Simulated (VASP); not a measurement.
# Bi2Pd (Urvantsevite) under strain, part 2 of 4

Aim: follow the pressure of Bi2Pd (Urvantsevite) through compression, expansion and shear. All runs use r2SCAN. Left out of this account: 1 further run (fields: a reference on another mesh). The start is a cell from a database of measured crystal structures.

VASP 6.6.1; r2SCAN; plane waves and PAW (Bi_d, Pd).

Still holding for the runs below: Spin-orbit coupling is off here; with elements this heavy it splits and shifts levels by tenths of an eV or more.

So far, pressure (GPa): step 2 (bands, cell as listed) 1.25.

### 3. Bands, volume times 1.04

The cell is expanded evenly, with fractional positions held.

The input, INCAR:

```
SYSTEM = Bi2Pd
PREC = Accurate
ENCUT = 400
EDIFF = 1E-06
NELM = 100
ISMEAR = -1
SIGMA = 0.05
LREAL = .FALSE.
ALGO = Normal
METAGGA = R2SCAN
LASPH = .TRUE.
NBANDS = 33
LORBIT = 11
LWAVE = .FALSE.
LCHARG = .FALSE.
KPAR = 4
```

The input, POSCAR:

```
Bi2Pd
1.0
    0.0000000000     -3.4062419156      0.0000000000
   -3.4062419156      0.0000000000      0.0000000000
    1.7031209578     -1.7031209578     -6.5769242699
Bi Pd
2 1
Direct
    0.3630000000      0.6370000000      0.2740000000
    0.6370000000      0.3630000000      0.7260000000
    0.0000000000      0.0000000000      0.0000000000
```

The input, KPOINTS:

```
Automatic mesh
0
Gamma
9 9 9
0 0 0
```

The input, KPOINTS_OPT:

```
Line mode
16
Line-mode
Reciprocal
  0.00000000   0.00000000   0.00000000 GAMMA
 -0.50000000  -0.50000000   0.00000000 X

 -0.50000000  -0.50000000   0.00000000 X
 -0.46647141  -0.53352859   0.03352859 Y

 -0.46647141  -0.53352859   0.03352859 Y
  0.00000000  -0.53352859   0.26676430 S

  0.00000000  -0.53352859   0.26676430 S
  0.00000000   0.00000000   0.00000000 GAMMA

  0.00000000   0.00000000   0.00000000 GAMMA
  0.00000000   0.00000000  -0.50000000 Z

  0.00000000   0.00000000  -0.50000000 Z
  0.00000000  -0.46647141  -0.26676430 S1

  0.00000000  -0.46647141  -0.26676430 S1
  0.00000000  -0.50000000   0.00000000 N

  0.00000000  -0.50000000   0.00000000 N
 -0.50000000  -0.50000000  -0.25000000 P

 -0.50000000  -0.50000000  -0.25000000 P
 -0.46647141  -0.46647141  -0.50000000 Y1

 -0.46647141  -0.46647141  -0.50000000 Y1
  0.00000000   0.00000000  -0.50000000 Z

 -0.50000000  -0.50000000   0.00000000 X
 -0.50000000  -0.50000000  -0.25000000 P
```

Potentials, in the order of the species: Bi_d and Pd (PBE family, release 64).

Launch:

```console
$ mpirun -np 4 vasp_std
```

The program printed:

```text
[banner, memory and clock lines left out]
running    4 mpi-ranks, on    1 nodes
 distrk:  each k-point on    1 cores,    4 groups
 distr:  one band on    1 cores,    1 groups

 POSCAR found type information on POSCAR BiPd
 POSCAR found :  2 types and       3 ions
 [... a notice as in an earlier step ...]

 LDA part: xc-table for (None), standard interpolation
 POSCAR, INCAR and KPOINTS ok, starting setup
 FFT: planning ... GRIDC
 FFT: planning ... GRID_SOFT
 FFT: planning ... GRID
 WAVECAR not read
 entering main loop
       N       E                     dE             d eps       ncg     rms          rms(c)
DAV:   1     0.268833815184E+03    0.26883E+03   -0.17383E+04  5006   0.127E+03
DAV:   2    -0.111543069437E+03   -0.38038E+03   -0.36537E+03  5062   0.388E+02
DAV:   3    -0.149008268677E+03   -0.37465E+02   -0.37005E+02  5947   0.131E+02
DAV:   4    -0.150393363580E+03   -0.13851E+01   -0.13834E+01  6115   0.261E+01
DAV:   5    -0.150458720518E+03   -0.65357E-01   -0.65351E-01  7392   0.507E+00    0.444E+00
DAV:   6    -0.140463616982E+03    0.99951E+01   -0.36995E+00  5821   0.197E+01    0.317E+00
DAV:   7    -0.140370197928E+03    0.93419E-01   -0.31160E-01  5627   0.354E+00    0.147E+00
DAV:   8    -0.140375632710E+03   -0.54348E-02   -0.31433E-02  5952   0.131E+00    0.684E-01
DAV:   9    -0.140377590988E+03   -0.19583E-02   -0.12881E-02  6415   0.879E-01    0.123E-01
DAV:  10    -0.140377974493E+03   -0.38350E-03   -0.11711E-03  6610   0.317E-01    0.444E-02
DAV:  11    -0.140377999814E+03   -0.25322E-04   -0.29923E-04  6409   0.129E-01    0.198E-02
DAV:  12    -0.140378002388E+03   -0.25734E-05   -0.58093E-05  5939   0.608E-02    0.784E-03
DAV:  13    -0.140378001132E+03    0.12561E-05   -0.65687E-06  5422   0.167E-02    0.177E-03
DAV:  14    -0.140378000459E+03    0.67303E-06   -0.84916E-07  3128   0.732E-03
   1 F= -.14037800E+03 E0= -.14037145E+03  d E =-.131085E-01
 Start KPOINTS_OPT (optional k-point list driver)
k-point batch [1-75\176]
       N       E                     dE             ncg
DAV:   1     0.144273646590E+05   -0.51094E+05     5022
DAV:   2    -0.142032653981E+05   -0.28631E+05     5134
DAV:   3    -0.170183141101E+05   -0.28150E+04     5786
DAV:   4    -0.171203553892E+05   -0.10204E+03     5905
DAV:   5    -0.171248796350E+05   -0.45242E+01     7216
DAV:   6    -0.171249357871E+05   -0.56152E-01     6465
DAV:   7    -0.171249375263E+05   -0.17392E-02     7390
DAV:   8    -0.171249375515E+05   -0.25140E-04     5737
DAV:   9    -0.171249375524E+05   -0.95942E-06     3867
[...]
k-point batch [151-176\176]
       N       E                     dE             ncg
DAV:   1     0.675690198748E+05   -0.23769E+05     1732
DAV:   2     0.577255818141E+05   -0.98434E+04     1788
DAV:   3     0.567648289614E+05   -0.96075E+03     1934
DAV:   4     0.567301755035E+05   -0.34653E+02     2150
DAV:   5     0.567287731058E+05   -0.14024E+01     2470
DAV:   6     0.567287511637E+05   -0.21942E-01     2259
DAV:   7     0.567287505682E+05   -0.59546E-03     2516
DAV:   8     0.567287505590E+05   -0.92205E-05     2080
DAV:   9     0.567287505587E+05   -0.26829E-06     1404
```

Wall time 8.4 min (4 MPI ranks of AMD EPYC 7R13 (Zen 3), shared host); peak memory 1.1 GiB; 33 min of CPU time.

Parts of OUTCAR (step 3):

```text
  LATTYP: Found a body centered tetragonal cell.
 ALAT       =     3.4062419156
 C/A-ratio  =     3.8616894706

The static configuration has the point symmetry D_4h.

 Found     75 irreducible k-points:

   ENCUT  =  400.0 eV  29.40 Ry    5.42 a.u.   5.55  5.55 11.42*2*pi/ulx,y,z

   NELECT =      40.0000    total number of electrons

 E-fermi :   8.5467

 k-point     1 :       0.0000    0.0000    0.0000
  band No.  band energies     occupation
    ...
     14       4.7112      2.00000
     15       5.4075      2.00000
     16       5.4075      2.00000
     17       5.7363      2.00000
     18       6.0136      2.00000
     19      10.1235      0.00000
     20      11.0421      0.00000
     21      11.0421      0.00000
     22      11.6816      0.00000
     23      11.6816      0.00000
    ...

 k-point     2 :       0.1111    0.0000    0.0000
  band No.  band energies     occupation
    ...
     14       4.7393      2.00000
     15       5.3222      2.00000
     16       5.4512      2.00000
     17       5.7416      2.00000
     18       5.9146      2.00000
     19       9.0859      0.00004
     20       9.6599      0.00000
     21      11.1713      0.00000
     22      11.2170      0.00000
     23      11.8650      0.00000
    ...

  Total       -0.9446296     -0.9446296     -0.9537123      0.0000000     -0.0000000     -0.0000000
  in kB      -19.8334521    -19.8334521    -20.0241529      0.0000000     -0.0000000     -0.0000000
  external PRESSURE =     -19.8970190 kB  Pullay stress =       0.0000000 kB

  energy-cutoff  :      400.00
  volume of cell :       76.31
      direct lattice vectors                 reciprocal lattice vectors
     0.000000000 -3.406241916  0.000000000     0.000000000 -0.293578678  0.076023378
    -3.406241916  0.000000000  0.000000000    -0.293578678  0.000000000 -0.076023378
     1.703120958 -1.703120958 -6.576924270     0.000000000  0.000000000 -0.152046756

 POSITION                                       TOTAL-FORCE (eV/Angst)
 -----------------------------------------------------------------------------------
     -1.70312     -1.70312     -1.80208         0.000000     -0.000000      0.381832
      0.00000     -3.40624     -4.77485        -0.000000      0.000000     -0.381832
      0.00000      0.00000      0.00000         0.000000      0.000000      0.000000
 -----------------------------------------------------------------------------------
    total drift:                                0.000000     -0.000000     -0.000000

  FREE ENERGIE OF THE ION-ELECTRON SYSTEM (eV)
  ---------------------------------------------------
  free  energy   TOTEN  =      -140.3780004587 eV

  energy  without entropy=     -140.3648919114  energy(sigma->0) =     -140.37144619

 total charge
# of ion       s       p       d       tot
------------------------------------------
    1        1.512   1.295   9.917  12.724
    2        1.512   1.295   9.917  12.724
    3        0.405   0.353   8.603   9.362
--------------------------------------------------
tot          3.430   2.943  28.438  34.810

[... 3 parts as in an earlier step ...]

[... 7 further parts left out ...]
```

This step gave:

| Property | Result |
| --- | --- |
| electronic steps | 14 |
| free energy (TOTEN) | -140.3780 eV |
| energy at zero smearing | -140.3714 eV |
| Fermi energy | 8.547 eV |
| pressure | -1.990 GPa |

The electronic bands at the labelled points (eV, zero at the Fermi level; # counts the bands kept, so #1 is VASP's band 13):

```
    point     #5     #6     #7     #8     #9   #10   #11   #12
        Γ  -2.81  -2.53   1.58   2.50   2.50  3.13  3.13  4.83
        X  -3.22  -2.85  -2.00  -0.96   0.39  1.06  1.21  2.25
        Y  -3.35  -2.75  -2.00  -1.09   0.41  1.12  1.34  2.31
        S  -2.89  -2.78  -2.69  -1.51   1.33  3.09  4.59  4.61
        Γ  -2.81  -2.53   1.58   2.50   2.50  3.13  3.13  4.83
        Z  -2.75  -2.53  -1.75   1.56   1.56  4.61  4.61  6.34
       S1  -2.89  -2.78  -2.69  -1.51   1.33  3.09  4.59  4.61
        N  -3.19  -2.78  -2.23  -1.81   1.10  4.50  4.55  4.77
        P  -3.67  -2.87  -2.00  -0.31  -0.31  1.07  1.16  2.51
       Y1  -3.35  -2.75  -2.00  -1.09   0.41  1.12  1.34  2.31
        Z  -2.75  -2.53  -1.75   1.56   1.56  4.61  4.61  6.34
jump to X  -3.22  -2.85  -2.00  -0.96   0.39  1.06  1.21  2.25
        P  -3.67  -2.87  -2.00  -0.31  -0.31  1.07  1.16  2.51
```

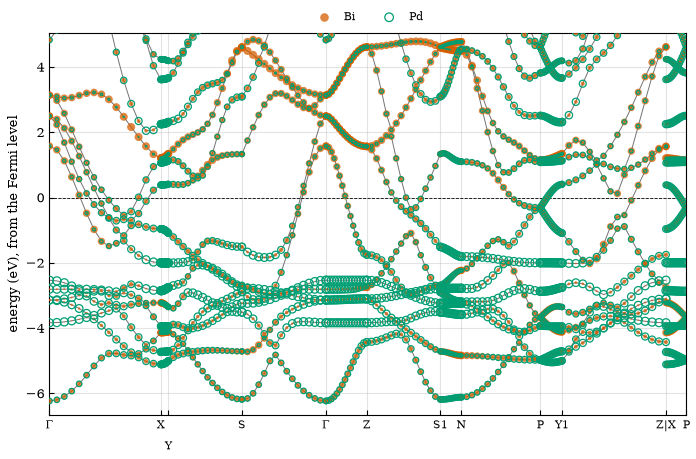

Electronic bands along the path; dots are coloured as in the legend, and their area grows with the weight.

Force by atom:

```
atom  x (eV/Å)  y (eV/Å)  z (eV/Å)   size
 Bi1     0.000     0.000     0.382  0.382
 Bi2     0.000     0.000    -0.382  0.382
 Pd3     0.000     0.000     0.000  0.000
```

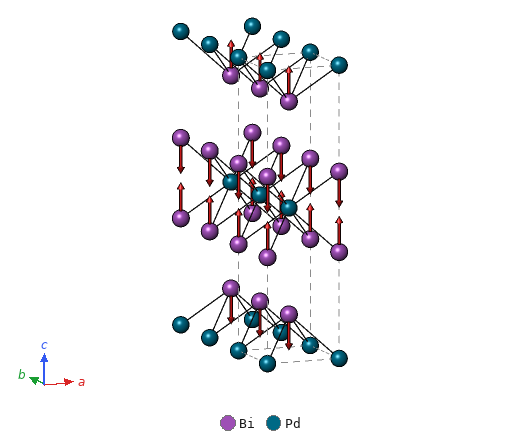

Force as arrows, the longest 0.382 eV/Å. 1×3×1 conventional cells are drawn. Some periodic images of atoms are drawn too.

 The pressure is -1.99 GPa.

### 4. Bands, volume times 1.08

The cell is expanded evenly, with fractional positions held.

INCAR is that of step 3.

The input, POSCAR:

```
Bi2Pd
1.0
    0.0000000000     -3.4493634796      0.0000000000
   -3.4493634796      0.0000000000      0.0000000000
    1.7246817398     -1.7246817398     -6.6601853147
Bi Pd
2 1
Direct
    0.3630000000      0.6370000000      0.2740000000
    0.6370000000      0.3630000000      0.7260000000
    0.0000000000      0.0000000000      0.0000000000
```

KPOINTS is that of step 3.

The input, KPOINTS_OPT:

```
Line mode
16
Line-mode
Reciprocal
  0.00000000   0.00000000   0.00000000 GAMMA
  0.50000000  -0.50000000   0.50000000 X

  0.50000000  -0.50000000   0.50000000 X
  0.53352859  -0.46647141   0.50000000 Y

  0.53352859  -0.46647141   0.50000000 Y
  0.53352859   0.00000000   0.26676430 S

  0.53352859   0.00000000   0.26676430 S
  0.00000000   0.00000000   0.00000000 GAMMA

  0.00000000   0.00000000   0.00000000 GAMMA
  0.00000000   0.00000000  -0.50000000 Z

  0.00000000   0.00000000  -0.50000000 Z
  0.46647141   0.00000000  -0.26676430 S1

  0.46647141   0.00000000  -0.26676430 S1
  0.50000000   0.00000000   0.00000000 N

  0.50000000   0.00000000   0.00000000 N
  0.50000000  -0.50000000   0.25000000 P

  0.50000000  -0.50000000   0.25000000 P
  0.46647141  -0.46647141  -0.03352859 Y1

  0.46647141  -0.46647141  -0.03352859 Y1
  0.00000000   0.00000000  -0.50000000 Z

  0.50000000  -0.50000000   0.50000000 X
  0.50000000  -0.50000000   0.25000000 P
```

Launch:

```console
$ mpirun -np 4 vasp_std
```

The program printed:

```text
[... set-up lines as in an earlier step ...]
 entering main loop
       N       E                     dE             d eps       ncg     rms          rms(c)
DAV:   1     0.265010063749E+03    0.26501E+03   -0.17253E+04  4998   0.125E+03
DAV:   2    -0.111775523806E+03   -0.37679E+03   -0.36223E+03  5038   0.385E+02
DAV:   3    -0.149015212965E+03   -0.37240E+02   -0.36810E+02  5933   0.130E+02
DAV:   4    -0.150392027048E+03   -0.13768E+01   -0.13753E+01  6064   0.259E+01
DAV:   5    -0.150458544578E+03   -0.66518E-01   -0.66512E-01  7479   0.517E+00    0.402E+00
DAV:   6    -0.140398949291E+03    0.10060E+02   -0.36853E+00  5796   0.196E+01    0.299E+00
DAV:   7    -0.140312044745E+03    0.86905E-01   -0.29723E-01  5595   0.342E+00    0.135E+00
DAV:   8    -0.140317219947E+03   -0.51752E-02   -0.28303E-02  5963   0.128E+00    0.654E-01
DAV:   9    -0.140320100435E+03   -0.28805E-02   -0.12418E-02  6471   0.863E-01    0.128E-01
DAV:  10    -0.140320466574E+03   -0.36614E-03   -0.11464E-03  6620   0.306E-01    0.419E-02
DAV:  11    -0.140320512050E+03   -0.45476E-04   -0.27432E-04  6508   0.126E-01    0.205E-02
DAV:  12    -0.140320514086E+03   -0.20361E-05   -0.65851E-05  6028   0.702E-02    0.802E-03
DAV:  13    -0.140320512439E+03    0.16471E-05   -0.49560E-06  5400   0.176E-02    0.269E-03
DAV:  14    -0.140320511552E+03    0.88699E-06   -0.79933E-07  3336   0.738E-03
   1 F= -.14032051E+03 E0= -.14031379E+03  d E =-.134466E-01
 Start KPOINTS_OPT (optional k-point list driver)
k-point batch [1-75\176]
       N       E                     dE             ncg
DAV:   1     0.128797672188E+05   -0.51731E+05     5014
DAV:   2    -0.154796582193E+05   -0.28359E+05     5118
DAV:   3    -0.182960967630E+05   -0.28164E+04     5735
DAV:   4    -0.183981571037E+05   -0.10206E+03     5882
DAV:   5    -0.184027564848E+05   -0.45994E+01     7260
DAV:   6    -0.184028149276E+05   -0.58443E-01     6444
DAV:   7    -0.184028167655E+05   -0.18379E-02     7430
DAV:   8    -0.184028167920E+05   -0.26494E-04     5791
DAV:   9    -0.184028167929E+05   -0.91385E-06     3825
[...]
k-point batch [151-176\176]
       N       E                     dE             ncg
DAV:   1     0.671171511440E+05   -0.23681E+05     1724
DAV:   2     0.572852560885E+05   -0.98319E+04     1812
DAV:   3     0.563271806512E+05   -0.95808E+03     1971
DAV:   4     0.562917818511E+05   -0.35399E+02     2104
DAV:   5     0.562903307563E+05   -0.14511E+01     2517
DAV:   6     0.562903120152E+05   -0.18741E-01     2284
DAV:   7     0.562903114684E+05   -0.54676E-03     2559
DAV:   8     0.562903114594E+05   -0.90253E-05     2073
DAV:   9     0.562903114591E+05   -0.30131E-06     1371
```

Elapsed: 7.9 min, on 4 MPI ranks; peak memory 1.2 GiB.

From OUTCAR (step 4):

```text
  LATTYP: Found a body centered tetragonal cell.
 ALAT       =     3.4493634796
 C/A-ratio  =     3.8616894706

The static configuration has the point symmetry D_4h.

 Found     75 irreducible k-points:

   ENCUT  =  400.0 eV  29.40 Ry    5.42 a.u.   5.63  5.63 11.57*2*pi/ulx,y,z

   NELECT =      40.0000    total number of electrons

 E-fermi :   8.0297

 k-point     1 :       0.0000    0.0000    0.0000
  band No.  band energies     occupation
    ...
     14       4.4168      2.00000
     15       5.0564      2.00000
     16       5.0564      2.00000
     17       5.3680      2.00000
     18       5.6294      2.00000
     19       9.5229      0.00000
     20      10.4507      0.00000
     21      10.4507      0.00000
     22      11.0425      0.00000
     23      11.0425      0.00000
    ...

 k-point     2 :       0.1111    0.0000    0.0000
  band No.  band energies     occupation
    ...
     14       4.4421      2.00000
     15       4.9746      2.00000
     16       5.0977      2.00000
     17       5.3715      2.00000
     18       5.5362      2.00000
     19       8.5339      0.00008
     20       9.0892      0.00000
     21      10.5524      0.00000
     22      10.6138      0.00000
     23      11.2172      0.00000
    ...

  Total       -2.2906421     -2.2906421     -2.2016391      0.0000000     -0.0000000     -0.0000000
  in kB      -46.3130708    -46.3130708    -44.5135753      0.0000000     -0.0000000     -0.0000000
  external PRESSURE =     -45.7132389 kB  Pullay stress =       0.0000000 kB

  energy-cutoff  :      400.00
  volume of cell :       79.24
      direct lattice vectors                 reciprocal lattice vectors
     0.000000000 -3.449363480  0.000000000     0.000000000 -0.289908560  0.075072986
    -3.449363480  0.000000000  0.000000000    -0.289908560  0.000000000 -0.075072986
     1.724681740 -1.724681740 -6.660185315     0.000000000  0.000000000 -0.150145972

 POSITION                                       TOTAL-FORCE (eV/Angst)
 -----------------------------------------------------------------------------------
     -1.72468     -1.72468     -1.82489        -0.000000      0.000000      0.547545
      0.00000     -3.44936     -4.83529         0.000000     -0.000000     -0.547545
      0.00000      0.00000      0.00000         0.000000      0.000000      0.000000
 -----------------------------------------------------------------------------------
    total drift:                                0.000000     -0.000000     -0.000000

  FREE ENERGIE OF THE ION-ELECTRON SYSTEM (eV)
  ---------------------------------------------------
  free  energy   TOTEN  =      -140.3205115523 eV

  energy  without entropy=     -140.3070649887  energy(sigma->0) =     -140.31378827

 total charge
# of ion       s       p       d       tot
------------------------------------------
    1        1.512   1.274   9.912  12.699
    2        1.512   1.274   9.912  12.699
    3        0.392   0.326   8.590   9.308
--------------------------------------------------
tot          3.416   2.874  28.414  34.705

[... 3 parts as in an earlier step ...]

[... 7 further parts left out ...]
```

Numbers from this step:

```yaml
free_energy_toten: -140.3205 eV
energy_at_zero_smearing: -140.3138 eV
fermi_energy: 8.030 eV
pressure: -4.571 GPa
```

The electronic bands at the labelled points (eV, zero at the Fermi level; # counts the bands kept, so #1 is VASP's band 13):

```
    point     #5     #6     #7     #8     #9   #10   #11   #12
        Γ  -2.66  -2.40   1.49   2.42   2.42  3.01  3.01  4.54
        X  -3.07  -2.70  -1.90  -0.90   0.37  1.03  1.21  2.21
        Y  -3.19  -2.61  -1.91  -1.02   0.39  1.09  1.33  2.27
        S  -2.78  -2.64  -2.55  -1.44   1.28  3.04  4.38  4.40
        Γ  -2.66  -2.40   1.49   2.42   2.42  3.01  3.01  4.54
        Z  -2.62  -2.40  -1.73   1.53   1.53  4.39  4.39  6.16
       S1  -2.78  -2.64  -2.55  -1.44   1.28  3.04  4.38  4.40
        N  -3.04  -2.63  -2.12  -1.73   1.06  4.29  4.40  4.54
        P  -3.50  -2.72  -1.90  -0.29  -0.29  1.05  1.16  2.46
       Y1  -3.19  -2.61  -1.91  -1.02   0.39  1.09  1.33  2.27
        Z  -2.62  -2.40  -1.73   1.53   1.53  4.39  4.39  6.16
jump to X  -3.07  -2.70  -1.90  -0.90   0.37  1.03  1.21  2.21
        P  -3.50  -2.72  -1.90  -0.29  -0.29  1.05  1.16  2.46
```

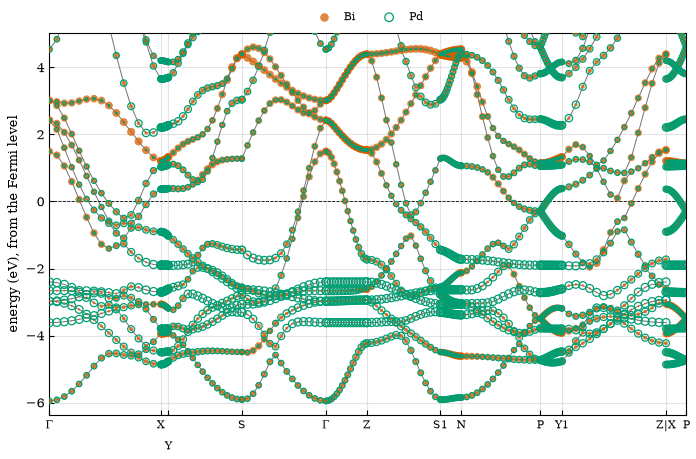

Electronic bands along the path; dots are coloured as in the legend, and their area grows with the weight.

Force by atom:

```
atom  x (eV/Å)  y (eV/Å)  z (eV/Å)   size
 Bi1     0.000     0.000     0.548  0.548
 Bi2     0.000     0.000    -0.548  0.548
 Pd3     0.000     0.000     0.000  0.000
```

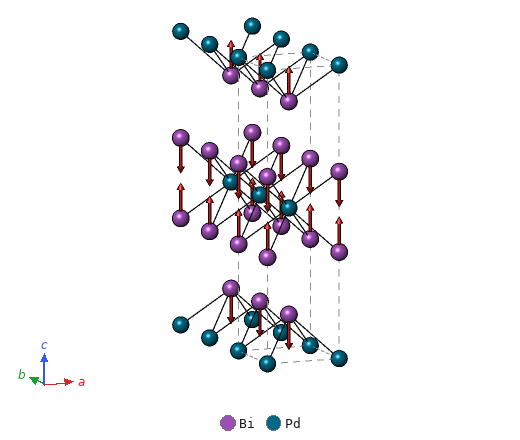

Force as arrows, the longest 0.548 eV/Å. 1×3×1 conventional cells are drawn. Some periodic images of atoms are drawn too.

 The pressure is -4.57 GPa.

[end of part 2 of 4]

[Lines on the potential files, build, host, timing and source positions are cut from VASP's logs without a mark.]

[Logs are printed without paths, hosts, clocks, repeated set-up lines and the standing remarks that a program may print on its own settings, such as how far it seeks lower states.]

[Hosts, paths, dates, database ids (printed as entryN), source tags and the programs' standing remarks are cut or masked in the printed files.]

[A measured line is paired with the nearest computed mode of its activity, which favours agreement.]
